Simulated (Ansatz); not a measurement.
Process, species as SMILES: [NH2] (NH2) → [NH2-] (an electron is taken up)
B3LYP-D3(BJ)/def2-TZVP geometries, fixed; electronic energies without zero-point terms; positive where energy is released.

Basis-set convergence of the adiabatic electron affinity at PBE with Ansatz (a program for electronic structure). Cartesian d functions, on some or all atoms, in 6-31G*, 6-31G**; all else is spherical. The program fits the integrals of some runs and decomposes those of others, by size. Open shells are unrestricted. No added dispersion term, no relativity. Functions are those of the species that has most. Reference: the value in aug-cc-pV5Z, 0.862 eV, itself unsure by roughly 0.071 eV (its mean distance from aug-pcseg-3, aug-cc-pVQZ, def2-QZVPPD). Deviations are taken from unrounded values.

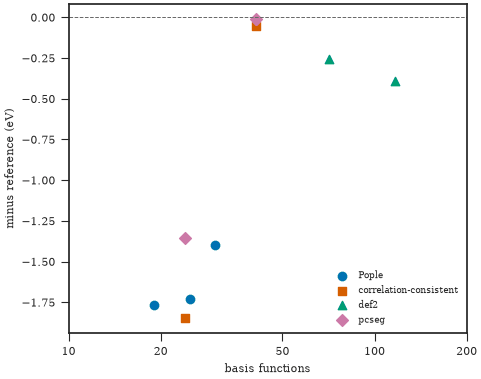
*Deviation from the reference against the number of basis functions, by family of sets.*

```json
[
 {"basis": "6-31G*", "functions": "19", "adiabatic electron affinity (eV)": "-0.902", "minus reference (eV)": "-1.764"},
 {"basis": "cc-pVDZ", "functions": "24", "adiabatic electron affinity (eV)": "-0.986", "minus reference (eV)": "-1.848"},
 {"basis": "pcseg-1", "functions": "24", "adiabatic electron affinity (eV)": "-0.493", "minus reference (eV)": "-1.355"},
 {"basis": "6-31G**", "functions": "25", "adiabatic electron affinity (eV)": "-0.865", "minus reference (eV)": "-1.727"},
 {"basis": "6-311G**", "functions": "30", "adiabatic electron affinity (eV)": "-0.536", "minus reference (eV)": "-1.398"},
 {"basis": "aug-cc-pVDZ", "functions": "41", "adiabatic electron affinity (eV)": "0.807", "minus reference (eV)": "-0.055"},
 {"basis": "aug-pcseg-1", "functions": "41", "adiabatic electron affinity (eV)": "0.853", "minus reference (eV)": "-0.009"},
 {"basis": "def2-TZVPPD", "functions": "71", "adiabatic electron affinity (eV)": "0.604", "minus reference (eV)": "-0.258"},
 {"basis": "def2-QZVPP", "functions": "117", "adiabatic electron affinity (eV)": "0.471", "minus reference (eV)": "-0.391"}
]
```
